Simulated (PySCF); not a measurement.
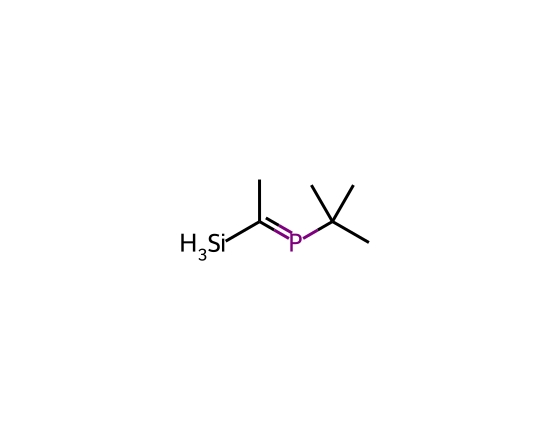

The computed structure is the end point of a GFN2-xTB optimisation. No frequency run is at hand to confirm it as a minimum. Method: PBE0/pcSseg-1, gas phase (PySCF 2.14.0).

Estimate the LUMO energy (Kohn–Sham orbital).

Answer. −1.56 eV.

What is the dipole moment?

Answer. 1.87 D.

What is the HOMO energy (Kohn–Sham orbital)?

Answer. −6.92 eV.

The geometry is semi-empirical. Around P, Si such bond lengths and angles can be off by a tenth of an ångström or more and by several degrees, and values that hang on the shape move with them.
